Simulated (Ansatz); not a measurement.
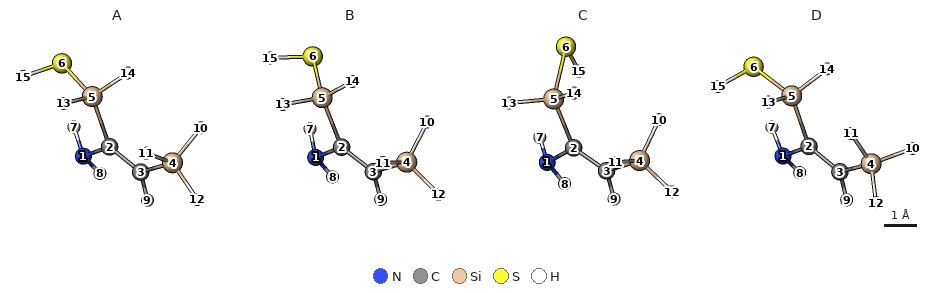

4 geometries from a converged minimum-energy path of C2H9NSSi2, shuffled. The picture is a ball-and-stick view, seen from a free direction.

The calculation used RKS revPBE-D4/STO-3G (Ansatz 0.2.0). Settings: 5 movable images; climbing image; force threshold 0.05 eV/Å; iteration limit 60; starting path through a guess of the saddle point.

One of them is the converged climbing image. Which?

Answer. C. In order along the path, whose images run from 0 to 6: C (image 2, +0.185 eV), B (image 4, +0.079 eV), A (image 5, 0.002 eV), D (image 6, −0.012 eV). The motion is a rotation about the Si5–S6 bond by about 165°. No bond forms or breaks between the ends. Bond angles that change up to the highest image, for instance: C2–Si5–S6 103.8° → 109.5°, H7–N1–H8 109.7° → 105.4°.

Limits of the set-up: STO-3G is a minimal basis, so the numbers are rough.

The run took 11 min on 1 thread of Arm Neoverse V1, with other jobs on the host, peak memory 0.11 GiB.
